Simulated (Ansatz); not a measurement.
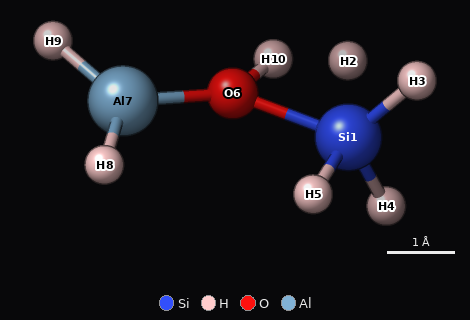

Fig. 1: The input geometry (ball-and-stick view, seen at a tilt; atoms are numbered from 1 in the order of the input). Sticks mark near contacts.

Molecular dynamics, with input and output: AlSiH7O (part 1 of 4)

AlSiH7O, computed with RKS PBE0/def2-SVPD (Ansatz 0.2.0).

It belongs to a series of runs on one base structure; here: dynamics from the highest image of the converged band. Figures and captions count atoms from 1; the log counts them from 0 in places.

What the program printed
```
Engine: ansatz 0.2.0, aarch64-unknown-linux-gnu
Functional definition: PBE0
  parameter a = 0.25
  parameter kappa = 0.804
  parameter beta = 0.06672455060314922
  exchange = (1 - a)*pbe_x(kappa = kappa, mu = beta*pi^2/3) + a*exact_x
  correlation = pbe_c(beta = beta)
1123 factors; their error is unknown
mean field evaluation 1: about -16615.3963 eV, gradient 4.8e1 eV
mean field evaluation 2: about -16602.7257 eV, gradient 9.3e1 eV
mean field evaluation 4: about -16619.5622 eV, gradient 1.4e0 eV
mean field evaluation 8: about -16619.6985 eV, gradient 1.6e-1 eV
mean field evaluation 16: about -16619.6986 eV, gradient 4.6e-6 eV
mean field -16619.69857538 eV, -610.7626574089 hartree, gradient 4.6e-6 eV, S^2 0.000000; 0 other end points of the search recorded, 0 dependent functions left out
the calculation of the forces begins
reference -16619.69861653 eV, -610.7626589211 hartree; 21, 21 occupied and 106, 106 virtual orbitals, 1123 factors
md step     0: t =     0.00 fs  T =   100.0 K  F+E_penalty+E_count = -16619.69857538 eV  E_kin = 0.103408 eV  conserved = -16619.59516738 eV  (25 SCF iters)
these checks for a lower state are left out or cut short: starts, cluster_reference, orbital_swaps, neighbouring_geometries, increment
1123 factors; their error is unknown
mean field -16619.69584701 eV, -610.7625571433 hartree, gradient 6.6e-6 eV, S^2 0.000000; 0 other end points of the search recorded, 0 dependent functions left out
the calculation of the forces begins
reference -16619.69588819 eV, -610.7625586564 hartree; 21, 21 occupied and 106, 106 virtual orbitals, 1123 factors
md step     1: t =     0.50 fs  T =    97.4 K  F+E_penalty+E_count = -16619.69584701 eV  E_kin = 0.100732 eV  conserved = -16619.59511479 eV  (29 SCF iters)
[... from here on the SCF iterations and repeated set-up lines of each step are left out, up to the last step ...]
md step     2: t =     1.00 fs  T =    90.2 K  F+E_penalty+E_count = -16619.68824800 eV  E_kin = 0.093225 eV  conserved = -16619.59502292 eV  (29 SCF iters)
md step     3: t =     1.50 fs  T =    79.5 K  F+E_penalty+E_count = -16619.67714389 eV  E_kin = 0.082233 eV  conserved = -16619.59491089 eV  (29 SCF iters)
md step     4: t =     2.00 fs  T =    67.2 K  F+E_penalty+E_count = -16619.66424523 eV  E_kin = 0.069449 eV  conserved = -16619.59479596 eV  (30 SCF iters)
md step     5: t =     2.50 fs  T =    54.8 K  F+E_penalty+E_count = -16619.65133787 eV  E_kin = 0.056646 eV  conserved = -16619.59469161 eV  (30 SCF iters)
md step     6: t =     3.00 fs  T =    44.0 K  F+E_penalty+E_count = -16619.64006346 eV  E_kin = 0.045456 eV  conserved = -16619.59460733 eV  (30 SCF iters)
md step     7: t =     3.50 fs  T =    36.0 K  F+E_penalty+E_count = -16619.63175744 eV  E_kin = 0.037208 eV  conserved = -16619.59454951 eV  (30 SCF iters)
md step     8: t =     4.00 fs  T =    31.7 K  F+E_penalty+E_count = -16619.62734048 eV  E_kin = 0.032819 eV  conserved = -16619.59452167 eV  (30 SCF iters)
md step     9: t =     4.50 fs  T =    31.7 K  F+E_penalty+E_count = -16619.62725713 eV  E_kin = 0.032732 eV  conserved = -16619.59452493 eV  (30 SCF iters)
md step    10: t =     5.00 fs  T =    35.7 K  F+E_penalty+E_count = -16619.63145516 eV  E_kin = 0.036897 eV  conserved = -16619.59455833 eV  (30 SCF iters)
md step    11: t =     5.50 fs  T =    43.3 K  F+E_penalty+E_count = -16619.63940189 eV  E_kin = 0.044783 eV  conserved = -16619.59461877 eV  (29 SCF iters)
md step    12: t =     6.00 fs  T =    53.6 K  F+E_penalty+E_count = -16619.65013760 eV  E_kin = 0.055437 eV  conserved = -16619.59470068 eV  (28 SCF iters)
md step    13: t =     6.50 fs  T =    65.3 K  F+E_penalty+E_count = -16619.66237088 eV  E_kin = 0.067575 eV  conserved = -16619.59479575 eV  (28 SCF iters)
md step    14: t =     7.00 fs  T =    77.1 K  F+E_penalty+E_count = -16619.67462167 eV  E_kin = 0.079730 eV  conserved = -16619.59489196 eV  (28 SCF iters)
md step    15: t =     7.50 fs  T =    87.5 K  F+E_penalty+E_count = -16619.68541995 eV  E_kin = 0.090447 eV  conserved = -16619.59497313 eV  (28 SCF iters)
md step    16: t =     8.00 fs  T =    95.3 K  F+E_penalty+E_count = -16619.69356124 eV  E_kin = 0.098541 eV  conserved = -16619.59502014 eV  (28 SCF iters)
md step    17: t =     8.50 fs  T =   100.0 K  F+E_penalty+E_count = -16619.69840380 eV  E_kin = 0.103389 eV  conserved = -16619.59501459 eV  (25 SCF iters)
md step    18: t =     9.00 fs  T =   101.8 K  F+E_penalty+E_count = -16619.70016088 eV  E_kin = 0.105220 eV  conserved = -16619.59494098 eV  (28 SCF iters)
md step    19: t =     9.50 fs  T =   101.9 K  F+E_penalty+E_count = -16619.70012212 eV  E_kin = 0.105327 eV  conserved = -16619.59479495 eV  (28 SCF iters)
md step    20: t =    10.00 fs  T =   102.6 K  F+E_penalty+E_count = -16619.70070271 eV  E_kin = 0.106114 eV  conserved = -16619.59458858 eV  (28 SCF iters)
md step    21: t =    10.50 fs  T =   107.2 K  F+E_penalty+E_count = -16619.70523861 eV  E_kin = 0.110886 eV  conserved = -16619.59435274 eV  (28 SCF iters)
md step    22: t =    11.00 fs  T =   119.3 K  F+E_penalty+E_count = -16619.71750206 eV  E_kin = 0.123369 eV  conserved = -16619.59413314 eV  (28 SCF iters)
md step    23: t =    11.50 fs  T =   142.2 K  F+E_penalty+E_count = -16619.74100765 eV  E_kin = 0.147028 eV  conserved = -16619.59397933 eV  (28 SCF iters)
md step    24: t =    12.00 fs  T =   178.3 K  F+E_penalty+E_count = -16619.77827041 eV  E_kin = 0.184335 eV  conserved = -16619.59393494 eV  (28 SCF iters)
md step    25: t =    12.50 fs  T =   228.4 K  F+E_penalty+E_count = -16619.83017888 eV  E_kin = 0.236148 eV  conserved = -16619.59403117 eV  (27 SCF iters)
md step    26: t =    13.00 fs  T =   291.3 K  F+E_penalty+E_count = -16619.89556620 eV  E_kin = 0.301274 eV  conserved = -16619.59429269 eV  (27 SCF iters)
md step    27: t =    13.50 fs  T =   363.8 K  F+E_penalty+E_count = -16619.97093363 eV  E_kin = 0.376196 eV  conserved = -16619.59473791 eV  (27 SCF iters)
md step    28: t =    14.00 fs  T =   440.0 K  F+E_penalty+E_count = -16620.05034438 eV  E_kin = 0.454993 eV  conserved = -16619.59535163 eV  (27 SCF iters)
md step    29: t =    14.50 fs  T =   512.4 K  F+E_penalty+E_count = -16620.12591360 eV  E_kin = 0.529907 eV  conserved = -16619.59600665 eV  (27 SCF iters)
md step    30: t =    15.00 fs  T =   574.1 K  F+E_penalty+E_count = -16620.18999080 eV  E_kin = 0.593616 eV  conserved = -16619.59637469 eV  (27 SCF iters)
md step    31: t =    15.50 fs  T =   622.8 K  F+E_penalty+E_count = -16620.24004220 eV  E_kin = 0.644024 eV  conserved = -16619.59601835 eV  (27 SCF iters)
md step    32: t =    16.00 fs  T =   666.7 K  F+E_penalty+E_count = -16620.28436105 eV  E_kin = 0.689465 eV  conserved = -16619.59489601 eV  (27 SCF iters)
md step    33: t =    16.50 fs  T =   722.8 K  F+E_penalty+E_count = -16620.34130410 eV  E_kin = 0.747415 eV  conserved = -16619.59388920 eV  (27 SCF iters)
md step    34: t =    17.00 fs  T =   804.4 K  F+E_penalty+E_count = -16620.42590811 eV  E_kin = 0.831769 eV  conserved = -16619.59413908 eV  (28 SCF iters)
md step    35: t =    17.50 fs  T =   907.7 K  F+E_penalty+E_count = -16620.53414009 eV  E_kin = 0.938609 eV  conserved = -16619.59553075 eV  (28 SCF iters)
md step    36: t =    18.00 fs  T =  1013.5 K  F+E_penalty+E_count = -16620.64481864 eV  E_kin = 1.048030 eV  conserved = -16619.59678913 eV  (25 SCF iters)
md step    37: t =    18.50 fs  T =  1103.1 K  F+E_penalty+E_count = -16620.73779466 eV  E_kin = 1.140744 eV  conserved = -16619.59705046 eV  (28 SCF iters)
md step    38: t =    19.00 fs  T =  1171.0 K  F+E_penalty+E_count = -16620.80729818 eV  E_kin = 1.210858 eV  conserved = -16619.59643987 eV  (27 SCF iters)
md step    39: t =    19.50 fs  T =  1224.0 K  F+E_penalty+E_count = -16620.86119610 eV  E_kin = 1.265693 eV  conserved = -16619.59550354 eV  (27 SCF iters)
md step    40: t =    20.00 fs  T =  1275.0 K  F+E_penalty+E_count = -16620.91315999 eV  E_kin = 1.318466 eV  conserved = -16619.59469374 eV  (27 SCF iters)
md step    41: t =    20.50 fs  T =  1335.7 K  F+E_penalty+E_count = -16620.97548904 eV  E_kin = 1.381229 eV  conserved = -16619.59425985 eV  (27 SCF iters)
md step    42: t =    21.00 fs  T =  1412.4 K  F+E_penalty+E_count = -16621.05483165 eV  E_kin = 1.460511 eV  conserved = -16619.59432094 eV  (28 SCF iters)
md step    43: t =    21.50 fs  T =  1503.9 K  F+E_penalty+E_count = -16621.15007999 eV  E_kin = 1.555154 eV  conserved = -16619.59492565 eV  (27 SCF iters)
md step    44: t =    22.00 fs  T =  1601.1 K  F+E_penalty+E_count = -16621.25168803 eV  E_kin = 1.655670 eV  conserved = -16619.59601764 eV  (27 SCF iters)
md step    45: t =    22.50 fs  T =  1688.2 K  F+E_penalty+E_count = -16621.34299119 eV  E_kin = 1.745701 eV  conserved = -16619.59729003 eV  (27 SCF iters)
md step    46: t =    23.00 fs  T =  1748.0 K  F+E_penalty+E_count = -16621.40561103 eV  E_kin = 1.807581 eV  conserved = -16619.59803020 eV  (27 SCF iters)
md step    47: t =    23.50 fs  T =  1772.9 K  F+E_penalty+E_count = -16621.43062944 eV  E_kin = 1.833272 eV  conserved = -16619.59735787 eV  (28 SCF iters)
md step    48: t =    24.00 fs  T =  1774.9 K  F+E_penalty+E_count = -16621.43074344 eV  E_kin = 1.835424 eV  conserved = -16619.59531915 eV  (28 SCF iters)
md step    49: t =    24.50 fs  T =  1782.8 K  F+E_penalty+E_count = -16621.43735425 eV  E_kin = 1.843568 eV  conserved = -16619.59378640 eV  (28 SCF iters)
md step    50: t =    25.00 fs  T =  1816.5 K  F+E_penalty+E_count = -16621.47292528 eV  E_kin = 1.878392 eV  conserved = -16619.59453374 eV  (28 SCF iters)
md step    51: t =    25.50 fs  T =  1866.5 K  F+E_penalty+E_count = -16621.52667140 eV  E_kin = 1.930103 eV  conserved = -16619.59656792 eV  (28 SCF iters)
md step    52: t =    26.00 fs  T =  1905.4 K  F+E_penalty+E_count = -16621.56806870 eV  E_kin = 1.970361 eV  conserved = -16619.59770789 eV  (28 SCF iters)
md step    53: t =    26.50 fs  T =  1915.4 K  F+E_penalty+E_count = -16621.57800442 eV  E_kin = 1.980669 eV  conserved = -16619.59733527 eV  (28 SCF iters)
md step    54: t =    27.00 fs  T =  1898.9 K  F+E_penalty+E_count = -16621.55982664 eV  E_kin = 1.963640 eV  conserved = -16619.59618682 eV  (28 SCF iters)
md step    55: t =    27.50 fs  T =  1871.0 K  F+E_penalty+E_count = -16621.52989195 eV  E_kin = 1.934811 eV  conserved = -16619.59508077 eV  (25 SCF iters)
md step    56: t =    28.00 fs  T =  1847.7 K  F+E_penalty+E_count = -16621.50509199 eV  E_kin = 1.910660 eV  conserved = -16619.59443246 eV  (28 SCF iters)
md step    57: t =    28.50 fs  T =  1838.7 K  F+E_penalty+E_count = -16621.49571737 eV  E_kin = 1.901361 eV  conserved = -16619.59435671 eV  (28 SCF iters)
md step    58: t =    29.00 fs  T =  1845.3 K  F+E_penalty+E_count = -16621.50305969 eV  E_kin = 1.908214 eV  conserved = -16619.59484612 eV  (28 SCF iters)
md step    59: t =    29.50 fs  T =  1860.2 K  F+E_penalty+E_count = -16621.51938479 eV  E_kin = 1.923566 eV  conserved = -16619.59581874 eV  (28 SCF iters)
md step    60: t =    30.00 fs  T =  1868.8 K  F+E_penalty+E_count = -16621.52954539 eV  E_kin = 1.932525 eV  conserved = -16619.59702084 eV  (28 SCF iters)
md step    61: t =    30.50 fs  T =  1854.6 K  F+E_penalty+E_count = -16621.51563379 eV  E_kin = 1.917786 eV  conserved = -16619.59784750 eV  (28 SCF iters)
md step    62: t =    31.00 fs  T =  1807.8 K  F+E_penalty+E_count = -16621.46686175 eV  E_kin = 1.869457 eV  conserved = -16619.59740434 eV  (28 SCF iters)
md step    63: t =    31.50 fs  T =  1737.8 K  F+E_penalty+E_count = -16621.39245567 eV  E_kin = 1.797059 eV  conserved = -16619.59539647 eV  (27 SCF iters)
md step    64: t =    32.00 fs  T =  1673.5 K  F+E_penalty+E_count = -16621.32386692 eV  E_kin = 1.730521 eV  conserved = -16619.59334611 eV  (28 SCF iters)
md step    65: t =    32.50 fs  T =  1642.0 K  F+E_penalty+E_count = -16621.29139183 eV  E_kin = 1.697944 eV  conserved = -16619.59344807 eV  (28 SCF iters)
md step    66: t =    33.00 fs  T =  1642.3 K  F+E_penalty+E_count = -16621.29368342 eV  E_kin = 1.698253 eV  conserved = -16619.59542999 eV  (28 SCF iters)
md step    67: t =    33.50 fs  T =  1648.2 K  F+E_penalty+E_count = -16621.30142172 eV  E_kin = 1.704420 eV  conserved = -16619.59700151 eV  (28 SCF iters)
md step    68: t =    34.00 fs  T =  1636.6 K  F+E_penalty+E_count = -16621.28941080 eV  E_kin = 1.692400 eV  conserved = -16619.59701052 eV  (28 SCF iters)
md step    69: t =    34.50 fs  T =  1604.4 K  F+E_penalty+E_count = -16621.25503058 eV  E_kin = 1.659052 eV  conserved = -16619.59597809 eV  (28 SCF iters)
md step    70: t =    35.00 fs  T =  1564.3 K  F+E_penalty+E_count = -16621.21243617 eV  E_kin = 1.617643 eV  conserved = -16619.59479282 eV  (28 SCF iters)
md step    71: t =    35.50 fs  T =  1533.2 K  F+E_penalty+E_count = -16621.17942281 eV  E_kin = 1.585433 eV  conserved = -16619.59398965 eV  (28 SCF iters)
md step    72: t =    36.00 fs  T =  1522.9 K  F+E_penalty+E_count = -16621.16854257 eV  E_kin = 1.574779 eV  conserved = -16619.59376316 eV  (28 SCF iters)
md step    73: t =    36.50 fs  T =  1536.9 K  F+E_penalty+E_count = -16621.18341485 eV  E_kin = 1.589267 eV  conserved = -16619.59414772 eV  (25 SCF iters)
md step    74: t =    37.00 fs  T =  1569.3 K  F+E_penalty+E_count = -16621.21793032 eV  E_kin = 1.622832 eV  conserved = -16619.59509796 eV  (28 SCF iters)
md step    75: t =    37.50 fs  T =  1606.0 K  F+E_penalty+E_count = -16621.25720067 eV  E_kin = 1.660783 eV  conserved = -16619.59641750 eV  (28 SCF iters)
md step    76: t =    38.00 fs  T =  1628.2 K  F+E_penalty+E_count = -16621.28126129 eV  E_kin = 1.683677 eV  conserved = -16619.59758435 eV  (28 SCF iters)
md step    77: t =    38.50 fs  T =  1620.9 K  F+E_penalty+E_count = -16621.27380110 eV  E_kin = 1.676091 eV  conserved = -16619.59771008 eV  (28 SCF iters)
md step    78: t =    39.00 fs  T =  1585.2 K  F+E_penalty+E_count = -16621.23543808 eV  E_kin = 1.639248 eV  conserved = -16619.59619018 eV  (27 SCF iters)
md step    79: t =    39.50 fs  T =  1544.2 K  F+E_penalty+E_count = -16621.19088860 eV  E_kin = 1.596873 eV  conserved = -16619.59401595 eV  (26 SCF iters)
md step    80: t =    40.00 fs  T =  1527.1 K  F+E_penalty+E_count = -16621.17266178 eV  E_kin = 1.579170 eV  conserved = -16619.59349175 eV  (27 SCF iters)
md step    81: t =    40.50 fs  T =  1540.9 K  F+E_penalty+E_count = -16621.18856103 eV  E_kin = 1.593407 eV  conserved = -16619.59515432 eV  (27 SCF iters)
md step    82: t =    41.00 fs  T =  1564.1 K  F+E_penalty+E_count = -16621.21435222 eV  E_kin = 1.617400 eV  conserved = -16619.59695249 eV  (28 SCF iters)
md step    83: t =    41.50 fs  T =  1571.2 K  F+E_penalty+E_count = -16621.22206225 eV  E_kin = 1.624773 eV  conserved = -16619.59728892 eV  (27 SCF iters)
md step    84: t =    42.00 fs  T =  1554.8 K  F+E_penalty+E_count = -16621.20421048 eV  E_kin = 1.607820 eV  conserved = -16619.59639050 eV  (28 SCF iters)
md step    85: t =    42.50 fs  T =  1525.5 K  F+E_penalty+E_count = -16621.17261167 eV  E_kin = 1.577445 eV  conserved = -16619.59516674 eV  (27 SCF iters)
md step    86: t =    43.00 fs  T =  1500.0 K  F+E_penalty+E_count = -16621.14540369 eV  E_kin = 1.551156 eV  conserved = -16619.59424739 eV  (28 SCF iters)
md step    87: t =    43.50 fs  T =  1492.1 K  F+E_penalty+E_count = -16621.13686757 eV  E_kin = 1.542994 eV  conserved = -16619.59387370 eV  (27 SCF iters)
md step    88: t =    44.00 fs  T =  1507.5 K  F+E_penalty+E_count = -16621.15296305 eV  E_kin = 1.558881 eV  conserved = -16619.59408219 eV  (27 SCF iters)
md step    89: t =    44.50 fs  T =  1542.9 K  F+E_penalty+E_count = -16621.19035861 eV  E_kin = 1.595525 eV  conserved = -16619.59483369 eV  (27 SCF iters)
md step    90: t =    45.00 fs  T =  1587.1 K  F+E_penalty+E_count = -16621.23715114 eV  E_kin = 1.641165 eV  conserved = -16619.59598633 eV  (27 SCF iters)
md step    91: t =    45.50 fs  T =  1623.2 K  F+E_penalty+E_count = -16621.27563306 eV  E_kin = 1.678495 eV  conserved = -16619.59713819 eV  (27 SCF iters)
md step    92: t =    46.00 fs  T =  1636.0 K  F+E_penalty+E_count = -16621.28926406 eV  E_kin = 1.691764 eV  conserved = -16619.59750052 eV  (26 SCF iters)
md step    93: t =    46.50 fs  T =  1623.2 K  F+E_penalty+E_count = -16621.27483199 eV  E_kin = 1.678525 eV  conserved = -16619.59630684 eV  (27 SCF iters)
md step    94: t =    47.00 fs  T =  1603.7 K  F+E_penalty+E_count = -16621.25245081 eV  E_kin = 1.658382 eV  conserved = -16619.59406910 eV  (27 SCF iters)
md step    95: t =    47.50 fs  T =  1608.1 K  F+E_penalty+E_count = -16621.25590894 eV  E_kin = 1.662918 eV  conserved = -16619.59299098 eV  (27 SCF iters)
md step    96: t =    48.00 fs  T =  1650.3 K  F+E_penalty+E_count = -16621.30090374 eV  E_kin = 1.706560 eV  conserved = -16619.59434331 eV  (27 SCF iters)
md step    97: t =    48.50 fs  T =  1712.8 K  F+E_penalty+E_count = -16621.36770181 eV  E_kin = 1.771202 eV  conserved = -16619.59649984 eV  (27 SCF iters)
md step    98: t =    49.00 fs  T =  1765.8 K  F+E_penalty+E_count = -16621.42338040 eV  E_kin = 1.825953 eV  conserved = -16619.59742718 eV  (26 SCF iters)
md step    99: t =    49.50 fs  T =  1793.5 K  F+E_penalty+E_count = -16621.45157607 eV  E_kin = 1.854670 eV  conserved = -16619.59690648 eV  (27 SCF iters)
md step   100: t =    50.00 fs  T =  1800.8 K  F+E_penalty+E_count = -16621.45792776 eV  E_kin = 1.862145 eV  conserved = -16619.59578248 eV  (27 SCF iters)
md step   101: t =    50.50 fs  T =  1802.4 K  F+E_penalty+E_count = -16621.45858956 eV  E_kin = 1.863793 eV  conserved = -16619.59479690 eV  (28 SCF iters)
md step   102: t =    51.00 fs  T =  1812.6 K  F+E_penalty+E_count = -16621.46861923 eV  E_kin = 1.874325 eV  conserved = -16619.59429457 eV  (27 SCF iters)
md step   103: t =    51.50 fs  T =  1838.9 K  F+E_penalty+E_count = -16621.49589934 eV  E_kin = 1.901526 eV  conserved = -16619.59437351 eV  (27 SCF iters)
md step   104: t =    52.00 fs  T =  1880.0 K  F+E_penalty+E_count = -16621.53912652 eV  E_kin = 1.944098 eV  conserved = -16619.59502846 eV  (27 SCF iters)
md step   105: t =    52.50 fs  T =  1926.1 K  F+E_penalty+E_count = -16621.58787766 eV  E_kin = 1.991718 eV  conserved = -16619.59615923 eV  (27 SCF iters)
md step   106: t =    53.00 fs  T =  1960.4 K  F+E_penalty+E_count = -16621.62463427 eV  E_kin = 2.027198 eV  conserved = -16619.59743591 eV  (27 SCF iters)
md step   107: t =    53.50 fs  T =  1965.5 K  F+E_penalty+E_count = -16621.63063904 eV  E_kin = 2.032500 eV  conserved = -16619.59813863 eV  (27 SCF iters)
md step   108: t =    54.00 fs  T =  1934.0 K  F+E_penalty+E_count = -16621.59731462 eV  E_kin = 1.999938 eV  conserved = -16619.59737656 eV  (27 SCF iters)
md step   109: t =    54.50 fs  T =  1879.4 K  F+E_penalty+E_count = -16621.53863753 eV  E_kin = 1.943450 eV  conserved = -16619.59518733 eV  (26 SCF iters)
md step   110: t =    55.00 fs  T =  1832.4 K  F+E_penalty+E_count = -16621.48834162 eV  E_kin = 1.894870 eV  conserved = -16619.59347185 eV  (27 SCF iters)
md step   111: t =    55.50 fs  T =  1815.7 K  F+E_penalty+E_count = -16621.47171308 eV  E_kin = 1.877619 eV  conserved = -16619.59409435 eV  (28 SCF iters)
md step   112: t =    56.00 fs  T =  1821.7 K  F+E_penalty+E_count = -16621.47992391 eV  E_kin = 1.883815 eV  conserved = -16619.59610905 eV  (25 SCF iters)
md step   113: t =    56.50 fs  T =  1823.4 K  F+E_penalty+E_count = -16621.48282824 eV  E_kin = 1.885539 eV  conserved = -16619.59728881 eV  (28 SCF iters)
md step   114: t =    57.00 fs  T =  1802.3 K  F+E_penalty+E_count = -16621.46071492 eV  E_kin = 1.863752 eV  conserved = -16619.59696250 eV  (28 SCF iters)
```
